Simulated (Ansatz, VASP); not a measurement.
# CuI (Marshite): VASP beside Ansatz

One calculation is typed for both programs; each brings its own data sets. How far apart do they land? Valence electrons are named where the data sets of a main pair hold unlike numbers.

Program: Ansatz 0.2.0. Level of theory: plane waves, with VASP 6.6.1 beside it; band structure at HSE06 and band structure at PBE0. Results are calculated unless marked as measured.

The database entry behind the starting cell differs from later determinations by our own check (about 0.15 % long (mineral sample)), so it need not match the best structure at ambient conditions.

### 1. Set-up

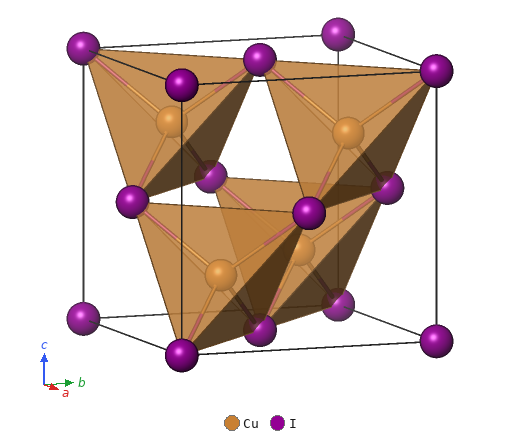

Start, viewed slightly off an axis; copper orange, iodine purple. This picture shows the conventional cell, with its axes. Bonds to atoms that aren't drawn are left out. Some periodic images of atoms are drawn too.

### 2. Ansatz: band structure, HSE06

Ansatz runs on its default PAW (the set named soft_2) files.

The same path points are solved in both programs, so levels can be compared one by one.

The input, input.yaml:

```yaml
crystal:
  lattice:
    - [0.0, 3.0315, 3.0315]
    - [3.0315, 0.0, 3.0315]
    - [3.0315, 3.0315, 0.0]
  atoms:
    - { symbol: Cu, position: [0.25, 0.25, 0.25] }
    - { symbol: I, position: [0.0, 0.0, 0.0] }
hamiltonian:
  xc: { exchange: pbe, correlation: pbe, exx: { coeff: 0.25, omega: 0.2 } }
  pseudopotentials: { kind: paw }
kpoints:
  mp_grid: { grid: [4, 4, 4] }
  band_path:
    path:
      - [0.0, 0.0, 0.0]
      - [0.5, 0.0, 0.5]
      - [0.5, 0.2, 0.7]
      - [0.4, 0.35, 0.75]
      - [0.15, 0.15, 0.3]
      - [0.2, 0.2, 0.2]
      - [0.55, 0.4, 0.55]
      - [0.6, 0.25, 0.65]
      - [0.5, 0.25, 0.75]
      - [0.5, 0.5, 0.5]
      - [0.375, 0.375, 0.75]
      - [0.5, 0.0, 0.5]
    npoints: 1
scf:
  occupations: { method: gaussian, width: 0.02 }
  n_extra_bands: 7
output:
  forces: true
  stress: true
  eigenvalues: true
```

Command:

```sh
$ ansatz run input.yaml --threads 4 --pin off --max-ram 9216MiB --backend cpu --events-out ev --progress --plain --runs-dir out
```

Numbers of over 12 decimals in the logs are rounded to 6 here.

Output:

```text
Warning: output.stress: scf.convergence.dr2_threshold = 1e-7 eV (the SCF's general default) is looser than the 2e-10 eV advised for a printed stress (1e-10 eV for each atom of the cell: 2). What an SCF threshold leaves in a stress goes as its square root, and in the free energy as the threshold itself, and one threshold admits the most on a small cell: [figures from the program's tests cut] Set scf.convergence.dr2_threshold to 2e-10 eV or tighter. The threshold is an SCF's pass mark: one that does not reach it within its budget of iterations ends unconverged, or closes short of it on a stop that the run arms, and scf.convergence.dr2_threshold's page says what that costs each kind of run
Warning: output.stress: scf.exx.energy_threshold = 1e-6 eV is looser than the 2e-8 eV advised for a stress under a hybrid functional (1e-8 eV for each atom of the cell: 2). Every SCF of the exchange loop can meet its threshold on dr2 while the loop round them stops early: no threshold on dr2 bounds what that leaves in the stress. Set scf.exx.energy_threshold to 2e-8 eV or tighter. The threshold is the loop's pass mark: a loop that does not reach it within its budget of cycles ends unconverged, and scf.exx.energy_threshold's page has the law
scf.n_extra_bands = 7 over 18 filled bands (N_el = 36.0): the run solves 25 bands
Engine: ansatz 0.2.0, aarch64-unknown-linux-gnu
Pseudopotentials: kind: paw
Pseudopotential: Cu, paw, valence charge 19, recommended cutoff 420 eV (normal), Cu.paw.azcp
Pseudopotential: I, paw, valence charge 17, recommended cutoff 420 eV (normal), I.paw.azcp
Functional definition: unnamed
  parameter a_1 = 0.25
  parameter omega_1 = 0.2/angstrom
  exchange = pbe_x + (-a_1)*pbe_x_sr(omega_1) + a_1*exact_x_sr(omega_1)
  correlation = pbe_c
Crystal: 2 atoms, lattice volume = 55.719 Å³
Basis set: ecut = 420 eV, 1067 PW (Γ), exchange–correlation on 60×60×60 points (8 copies of the dense FFT grid, shifted against one another)
Bands: 25, of which v1, the nominal top of the filled ones, is band 18 counted from 1 (17 counted from 0)
Symmetry: 24 space group operations
Space group: F-43m (ITA 216), of the structure as read, at distance tolerance 3.8e-5 Å
k-points: 8 of 64 (time reversal used)
Non-local potential: Cu, projectors of the file, l = 0: 3, l = 1: 2, l = 2: 3, l = 3: 1
Non-local potential: I, projectors of the file, l = 0: 2, l = 1: 2, l = 2: 2, l = 3: 2
PAW form: soft (Blöchl's): semilocal exchange-correlation on the pseudo side does not see the compensation charge
PAW frozen core: Cu, regenerated for the run's functional, and the local potential with it (the file was generated under x = pbe(κ = 0.804, μ = 0.219515), c = pbe(β = 0.066725))
PAW frozen core: I, regenerated for the run's functional, and the local potential with it (the file was generated under x = pbe(κ = 0.804, μ = 0.219515), c = pbe(β = 0.066725))
PAW one-centre angular grid: Cu, 590 points (default); XC on 64 Gauss nodes
PAW one-centre angular grid: I, 590 points (default); XC on 96 Gauss nodes
Initial density: superposition of atomic densities (neutral atoms: chi_scale 0, normalization atom), corrected by the library's trained network
Initial wavefunctions: pseudopotential atomic-orbital guess
Functional: x = pbe(κ = 0.804, μ = 0.219515), c = pbe(β = 0.066725), warm-up for x = pbe(κ = 0.804, μ = 0.219515) + 0.25 (exact − pbe) at short range (hse, ω = 0.2 Å⁻¹), c = pbe(β = 0.066725)
SCF iter   1: F=—  HF=-14138.332108 eV  |F-HF|=—  |Δ(HF+E_count)|=         —  Δρ=7.33e-4  dr2=1.80e-4  ethr=1.77e-3  ⟨swp⟩=12.4  Hψ=999  notcnv=0
preconditioner: auto → none  [insulator: Δε(μ)=1.127 eV  Ē_g=11.145 eV  σ=0.020 eV  W_gap=1.00  n_scr=14 (ndim 8)  ℏωp=21.1 eV  f_vac=0.179  D(μ)=0.00/eV (n_scr^D=0)]
SCF iter   2: F=-14138.332299 eV  HF=-14138.332407 eV  |F-HF|=1.08e-4  |Δ(HF+E_count)|=   2.99e-4  Δρ=4.61e-4  dr2=8.19e-5  ethr=4.99e-7  ⟨swp⟩=4.5  Hψ=725  notcnv=0
SCF 1 stopped early in 2 iterations: F = -14138.332299 eV  dr2 = 8.19e-5
  greatest PAW one-centre occupation: 1.000 electrons in one spin orbital (limit 2), on the Cu atom at site 0 (counted from 0), in its partial waves of l = 0
Initial density: handed on by an earlier stage of this run
Initial wavefunctions: those handed on with the density
Functional: x = pbe(κ = 0.804, μ = 0.219515) + 0.25 (exact − pbe) at short range (hse, ω = 0.2 Å⁻¹), c = pbe(β = 0.066725)
Exchange kernel: α = 0.2500, screened, ω = 0.2000 Å⁻¹, Wigner–Seitz truncation, v(0) = 1113.6238 eV·Å³, q-mesh 4×4×4, nearest image of the exchange supercell L = 17.15 Å, pair-density grid 18×18×18, without the augmentation charges, whose exchange is taken in its separable form by FFT convolution over the k-point mesh (sized by the pseudopotential files, 24×24×24 at the most), smooth part of the exact exchange by density-matrix convolution
Frozen-core exchange: fock
SCF iter   1: F=—  HF=-14142.497875 eV  |F-HF|=—  |Δ(HF+E_count)|=         —  Δρ=3.21e-2  dr2=3.89e-1  ethr=2.28e-6  ⟨swp⟩=5.9  Hψ=913  notcnv=0
preconditioner: auto → none  [insulator: Δε(μ)=2.880 eV  Ē_g=13.439 eV  σ=0.020 eV  W_gap=1.00  n_scr=14 (ndim 8)  ℏωp=21.1 eV  f_vac=0.179  D(μ)=0.00/eV (n_scr^D=0)]
SCF iter   2: F=—  HF=-14142.508967 eV  |F-HF|=—  |Δ(HF+E_count)|=   1.11e-2  Δρ=2.72e-2  dr2=2.91e-1  ethr=2.28e-6  ⟨swp⟩=5.5  Hψ=768  notcnv=0
SCF iter   3: F=—  HF=-14142.418661 eV  |F-HF|=—  |Δ(HF+E_count)|=   9.03e-2  Δρ=5.74e-3  dr2=1.39e-2  ethr=2.28e-6  ⟨swp⟩=5.2  Hψ=720  notcnv=0
SCF iter   4: F=—  HF=-14142.430954 eV  |F-HF|=—  |Δ(HF+E_count)|=   1.23e-2  Δρ=2.76e-3  dr2=3.01e-3  ethr=2.28e-6  ⟨swp⟩=4.2  Hψ=582  notcnv=0  defer=1
iter 5 solved again at ethr=3.43e-8 eV; its pass at ethr=2.28e-6 eV (dr2=1.23e-5 eV) is discarded
SCF iter   5: F=—  HF=-14142.430411 eV  |F-HF|=—  |Δ(HF+E_count)|=   5.42e-4  Δρ=1.56e-4  dr2=3.94e-5  ethr=3.43e-8  ⟨swp⟩=3.1  Hψ=877  notcnv=0
SCF iter   6: F=—  HF=-14142.430635 eV  |F-HF|=—  |Δ(HF+E_count)|=   2.23e-4  Δρ=2.27e-4  dr2=3.20e-5  ethr=3.42e-8  ⟨swp⟩=4.1  Hψ=528  notcnv=0  defer=1
SCF iter   7: F=-14142.430623 eV  HF=-14142.430624 eV  |F-HF|=3.27e-7  |Δ(HF+E_count)|=   1.08e-5  Δρ=2.67e-5  dr2=1.18e-6  ethr=3.42e-8  ⟨swp⟩=4.0  Hψ=433  notcnv=0
SCF 2 stopped early in 7 iterations: F = -14142.430623 eV  dr2 = 1.18e-6
  greatest PAW one-centre occupation: 1.000 electrons in one spin orbital (limit 2), on the Cu atom at site 0 (counted from 0), in its partial waves of l = 1
hybrid outer 1: dexx = +1.528e-2 eV, tail = 9.15e-5 eV
Exchange kernel: α = 0.2500, screened, ω = 0.2000 Å⁻¹, Wigner–Seitz truncation, v(0) = 1113.6238 eV·Å³, q-mesh 4×4×4, nearest image of the exchange supercell L = 17.15 Å, pair-density grid 18×18×18, without the augmentation charges, whose exchange is taken in its separable form by FFT convolution over the k-point mesh (sized by the pseudopotential files, 24×24×24 at the most), smooth part of the exact exchange by density-matrix convolution
Frozen-core exchange: fock
SCF iter   1: F=—  HF=-14142.430453 eV  |F-HF|=—  |Δ(HF+E_count)|=         —  Δρ=1.20e-4  dr2=5.29e-6  ethr=1.27e-6  ⟨swp⟩=4.8  Hψ=456  notcnv=0
preconditioner: auto → none  [insulator: Δε(μ)=2.664 eV  Ē_g=13.066 eV  σ=0.020 eV  W_gap=1.00  n_scr=14 (ndim 8)  ℏωp=21.1 eV  f_vac=0.185  D(μ)=0.00/eV (n_scr^D=0)]
SCF iter   2: F=—  HF=-14142.430453 eV  |F-HF|=—  |Δ(HF+E_count)|=   4.89e-8  Δρ=2.15e-5  dr2=1.73e-7  ethr=1.07e-8  ⟨swp⟩=4.0  Hψ=520  notcnv=0
SCF iter   3: F=—  HF=-14142.430454 eV  |F-HF|=—  |Δ(HF+E_count)|=   3.64e-7  Δρ=7.68e-6  dr2=5.23e-8  ethr=3.17e-10  ⟨swp⟩=3.8  Hψ=518  notcnv=0  defer=1
SCF iter   4: F=-14142.430454 eV  HF=-14142.430454 eV  |F-HF|=4.24e-9  |Δ(HF+E_count)|=   1.63e-8  Δρ=2.01e-6  dr2=2.89e-9  ethr=1.20e-10  ⟨swp⟩=3.2  Hψ=396  notcnv=0  defer=1
SCF 3 converged in 4 iterations: F = -14142.430454 eV  dr2 = 2.89e-9
  Residual-converged pass: ⟨swp⟩=3.2  Hψ=444  notcnv=0  max |occ|·‖R‖ = 2.3e-6 eV (tolerance 2.4e-6 eV)  dr2=2.89e-9  dr2_onsite=3.97e-9  max |Δocc| = 0.0e0
hybrid outer 2: dexx = +5.027e-7 eV, tail = 6.74e-8 eV, Δε = 6.49e-3 eV (about 2.74e-4 eV left of the loop's levels)
NSCF: frozen V_eff on 12 k-points
hybrid SCF converged: 2 outer / 11 inner (+2 warm-up), last move |dexx| = 5.03e-7 eV, tail = 6.74e-8 eV
Stability not checked: this state was not tested for a lower state beside it, because the functional holds exact exchange (a hybrid, or Hartree-Fock), whose exchange loop this test does not read (fock_operator; see scf.lower_state_search)
Free energy (F): -14142.430454 eV
Frozen-core exchange: fock
Harris-Foulkes:  -14142.430454 eV  (|F-HF|=4.24e-9)
Internal energy: -14142.430454 eV  (E = F + TS)
E sigma→0 (E₀):  -14142.430454 eV
Fermi energy:    8.498358 eV
--- Per-component energies (eV) ---
  E_band       = -960.866634
  E_kinetic    = 490.127324
  E_local      = -7649.734040  (includes V_loc(G=0)·N_el)
  E_nonlocal   = 324.549757
  E_hartree    = 3567.759027
  E_xc         = -172.602485
  E_vxc        = -191.794273  (∫ρ·V_xc dr)
  E_exx        = -160.398021  (= α·E_x^exact, valence–valence)
  E_paw        = -6387.418138  (= ΣΔE_a)
  E_vpaw       = -748.742727  (= ΣTr[D̂ρ^β])
  E_aug_tail   = 0.000302  (compensation charges beyond the density's cutoff)
  E_ewald      = -4154.131452
  E_core_change = -0.582723  (= ΣΔE_core)
  E_smearing   = -0.000000  (= −TS)
  E_closure    = -0.000005  (closes the sum)
  Σ components = -14142.430454   (vs F -14142.430454, Δ=0.00e0)
--- Forces (eV/Å), atoms counted from 1 ---
  atom   1  Cu    -0.00000000    -0.00000000    -0.00000000
  atom   2  I      0.00000000    -0.00000000     0.00000000
  max |Σ_I F_I| component: 4.39e-17 eV/Å
--- Stress (GPa, compression-positive) ---
        0.797448       0.000000      -0.000000
        0.000000       0.797448       0.000000
        0.000000       0.000000       0.797448
  P = ⅓ Tr σ = 0.7974 GPa (7.974 kbar)
--- Band table (eV; the first three rows and the last of 8) ---
  k-point 0: bands = [... 14 lower, 4.6705, 7.1661, 7.1661, 7.1661, 9.8304, 13.5300, 13.5300, 13.5300, ... 3 higher]
  k-point 1: bands = [... 14 lower, 4.6613, 5.5027, 6.7320, 6.7320, 10.9679, 14.1070, 14.1070, 14.1238, ... 3 higher]
  k-point 2: bands = [... 14 lower, 4.6937, 4.7464, 6.3321, 6.3321, 10.8164, 14.0339, 14.0339, 16.0023, ... 3 higher]
  k-point 7: bands = [... 14 lower, 4.7730, 4.7826, 4.9131, 5.4709, 13.0959, 13.3581, 14.7452, 14.9300, ... 3 higher]
```

Run time: 20 s. Hardware: 4 threads of Arm Neoverse V2, shared host; peak memory 0.8 GiB.

### 3. VASP: band structure, HSE06

The same cell, functional, mesh and smearing now go to VASP, with its own data sets.

Lines of VASP's logs that name or quote its potential files are left out, and so is its time.

The run reads the wave functions of an earlier VASP run, which isn't shown here.

The input, INCAR:

```
SYSTEM = CuI
PREC = Accurate
ENCUT = 400
EDIFF = 1E-06
NELM = 100
ISMEAR = 0
SIGMA = 0.02
LREAL = .FALSE.
ALGO = Normal
LHFCALC = .TRUE.
AEXX = 0.25
GGA = PE
HFSCREEN = 0.2
LASPH = .TRUE.
NBANDS = 15
PRECFOCK = Fast
LORBIT = 11
LWAVE = .FALSE.
LCHARG = .FALSE.
KPAR = 4
```

The input, POSCAR:

```
CuI
1.0
    0.0000000000      3.0315000000      3.0315000000
    3.0315000000      0.0000000000      3.0315000000
    3.0315000000      3.0315000000      0.0000000000
Cu I
1 1
Direct
    0.2500000000      0.2500000000      0.2500000000
    0.0000000000      0.0000000000      0.0000000000
```

The input, KPOINTS:

```
Automatic mesh
0
Gamma
4 4 4
0 0 0
```

The input, KPOINTS_OPT:

```
Line mode
6
Line-mode
Reciprocal
  0.00000000   0.00000000   0.00000000 GAMMA
  0.50000000   0.00000000   0.50000000 X

  0.50000000   0.00000000   0.50000000 X
  0.50000000   0.25000000   0.75000000 W

  0.50000000   0.25000000   0.75000000 W
  0.37500000   0.37500000   0.75000000 K

  0.37500000   0.37500000   0.75000000 K
  0.00000000   0.00000000   0.00000000 GAMMA

  0.00000000   0.00000000   0.00000000 GAMMA
  0.50000000   0.50000000   0.50000000 L

  0.50000000   0.50000000   0.50000000 L
  0.62500000   0.25000000   0.62500000 U

  0.62500000   0.25000000   0.62500000 U
  0.50000000   0.25000000   0.75000000 W

  0.50000000   0.25000000   0.75000000 W
  0.50000000   0.50000000   0.50000000 L

  0.50000000   0.50000000   0.50000000 L
  0.37500000   0.37500000   0.75000000 K

  0.62500000   0.25000000   0.62500000 U
  0.50000000   0.00000000   0.50000000 X
```

Potentials, in the order of the species: Cu and I (PBE family, release 64).

Command:

```sh
$ mpirun -np 4 vasp_std
```

Output:

```text
[banner, memory and clock lines left out]
running    4 mpi-ranks, on    1 nodes
 distrk:  each k-point on    1 cores,    4 groups
 distr:  one band on    1 cores,    1 groups

 POSCAR found type information on POSCAR CuI
 POSCAR found :  2 types and       2 ions
 LDA part: xc-table for (Slater+PW92), standard interpolation
 found WAVECAR, reading the header
 POSCAR, INCAR and KPOINTS ok, starting setup
 FFT: planning ... GRIDC
 FFT: planning ... GRID_SOFT
 FFT: planning ... GRID
 reading WAVECAR
 the WAVECAR file was read successfully
 initial charge from wavefunction
 entering main loop
       N       E                     dE             d eps       ncg     rms          rms(c)
DAV:   1    -0.651011324259E+01   -0.65101E+01   -0.71127E-01   337   0.323E+01    0.275E+00
DAV:   2    -0.643801501246E+01    0.72098E-01   -0.60737E-01   296   0.286E+01    0.265E+00
DAV:   3    -0.644882971881E+01   -0.10815E-01   -0.36419E-02   332   0.208E+00    0.178E+00
DAV:   4    -0.644788718113E+01    0.94254E-03   -0.63208E-03   310   0.286E+00    0.108E+00
DAV:   5    -0.644784530175E+01    0.41879E-04   -0.11094E-03   372   0.774E-01    0.730E-01
DAV:   6    -0.644781834681E+01    0.26955E-04   -0.79364E-05   394   0.229E-01    0.433E-01
DAV:   7    -0.644780390958E+01    0.14437E-04   -0.17008E-05   380   0.117E-01    0.247E-01
DAV:   8    -0.644779991363E+01    0.39960E-05   -0.24565E-06   268   0.115E-02    0.143E-01
DAV:   9    -0.644779860795E+01    0.13057E-05   -0.69411E-07   211   0.176E-02    0.845E-02
DAV:  10    -0.644779830238E+01    0.30557E-06   -0.52976E-07   218   0.634E-03
   1 F= -.64477983E+01 E0= -.64477983E+01  d E =-.544874E-21
 Start KPOINTS_OPT (optional k-point list driver)
k-point batch [1-8\60]
       N       E                     dE             ncg
DAV:   1     0.873782017102E+03   -0.18251E+04      240
DAV:   2    -0.764818714440E+01   -0.88143E+03      240
DAV:   3    -0.723869521540E+02   -0.64739E+02      331
DAV:   4    -0.746753597863E+02   -0.22884E+01      310
DAV:   5    -0.747605920930E+02   -0.85232E-01      394
DAV:   6    -0.747620989107E+02   -0.15068E-02      353
DAV:   7    -0.747621181203E+02   -0.19210E-04      394
DAV:   8    -0.747621183516E+02   -0.23126E-06      274
[...]
k-point batch [57-60\60]
       N       E                     dE             ncg
DAV:   1     0.251411148943E+04   -0.17407E+04      120
DAV:   2     0.209530022283E+04   -0.41881E+03      120
DAV:   3     0.206635606598E+04   -0.28944E+02      176
DAV:   4     0.206546871395E+04   -0.88735E+00      169
DAV:   5     0.206543284543E+04   -0.35869E-01      201
DAV:   6     0.206543239951E+04   -0.44592E-03      169
DAV:   7     0.206543239327E+04   -0.62400E-05      208
DAV:   8     0.206543239318E+04   -0.87173E-07      144
```

Parts of OUTCAR (step 3):

```text
ion  position               nearest neighbor table
   1  0.250  0.250  0.250-   2 2.63   2 2.63   2 2.63   2 2.63
   2  0.000  0.000  0.000-   1 2.63   1 2.63   1 2.63   1 2.63

  LATTYP: Found a face centered cubic cell.
 ALAT       =     6.0630000000

 Subroutine GETGRP returns: Found 24 space group operations
 (whereof 24 operations were pure point group operations)

The static configuration has the point symmetry T_d .

 Found      8 irreducible k-points:

   k-points           NKPTS =      8   k-points in BZ     NKDIM =     64   number of bands    NBANDS=     15

   dimension x,y,z NGX =    28 NGY =   28 NGZ =   28
   dimension x,y,z NGXF=    56 NGYF=   56 NGZF=   56

   ENCUT  =  400.0 eV  29.40 Ry    5.42 a.u.   6.99  6.99  6.99*2*pi/ulx,y,z

   NELECT =      18.0000    total number of electrons

 k-points in reciprocal lattice and weights: Automatic mesh
   0.00000000  0.00000000  0.00000000       0.016
   0.25000000  0.00000000  0.00000000       0.125
   0.50000000  0.00000000  0.00000000       0.062
   0.25000000  0.25000000  0.00000000       0.094
   0.50000000  0.25000000  0.00000000       0.375
  -0.25000000  0.25000000  0.00000000       0.188
   0.50000000  0.50000000  0.00000000       0.047
  -0.25000000  0.50000000  0.25000000       0.094

  exchange ACFDT corr.  =         0.00000000  see jH, gK, PRB 81, 115126

 average (electrostatic) potential at core
       1 -58.0670       2 -88.6418

 E-fermi :   3.5969

 k-point     1 :       0.0000    0.0000    0.0000
  band No.  band energies     occupation
    ...
      5       0.9878      2.00000
      6       0.9878      2.00000
      7       3.4682      2.00000
      8       3.4682      2.00000
      9       3.4682      2.00000
     10       6.0780      0.00000
     11       9.7906      0.00000
     12       9.7906      0.00000
     13       9.7906      0.00000
     14      13.3654      0.00000
    ...

 k-point     2 :       0.2500    0.0000    0.0000
  band No.  band energies     occupation
    ...
      5       0.9782      2.00000
      6       0.9782      2.00000
      7       1.8118      2.00000
      8       3.0343      2.00000
      9       3.0343      2.00000
     10       7.2286      0.00000
     11      10.3664      0.00000
     12      10.3664      0.00000
     13      10.3956      0.00000
     14      13.6763      0.00000
    ...

 k-point     3 :       0.5000    0.0000    0.0000
  band No.  band energies     occupation
    ...
      5       1.0105      2.00000
      6       1.0105      2.00000
      7       1.0629      2.00000
      8       2.6345      2.00000
      9       2.6345      2.00000
     10       7.0827      0.00000
     11      10.2966      0.00000
     12      10.2966      0.00000
     13      12.3097      0.00000
     14      14.2707      0.00000
    ...

  energy-cutoff  :      400.00
  volume of cell :       55.72
      direct lattice vectors                 reciprocal lattice vectors
     0.000000000  3.031500000  3.031500000    -0.164934851  0.164934851  0.164934851
     3.031500000  0.000000000  3.031500000     0.164934851 -0.164934851  0.164934851
     3.031500000  3.031500000  0.000000000     0.164934851  0.164934851 -0.164934851

 POSITION                                       TOTAL-FORCE (eV/Angst)
 -----------------------------------------------------------------------------------
      1.51575      1.51575      1.51575         0.000000     -0.000000     -0.000000
      0.00000      0.00000      0.00000        -0.000000      0.000000      0.000000
 -----------------------------------------------------------------------------------
    total drift:                               -0.000292     -0.000230     -0.000178

  FREE ENERGIE OF THE ION-ELECTRON SYSTEM (eV)
  ---------------------------------------------------
  free  energy   TOTEN  =        -6.4477983024 eV

  energy  without entropy=       -6.4477983024  energy(sigma->0) =       -6.44779830

 total charge
# of ion       s       p       d       tot
------------------------------------------
    1        0.292   0.252   9.422   9.966
    2        1.487   2.877   0.043   4.408
--------------------------------------------------
tot          1.780   3.129   9.465  14.374

[... 3 further parts left out ...]
```

(Part 1 of 2 ends here.)

[Lines on the potential files, build, host, timing and source positions are cut from VASP's logs without a mark.]

[Logs are printed without paths, hosts, clocks, repeated set-up lines and the standing remarks that a program may print on its own settings, such as how far it seeks lower states.]

[Hosts, paths, dates, database ids (printed as entryN), source tags and the programs' standing remarks are cut or masked in the printed files.]
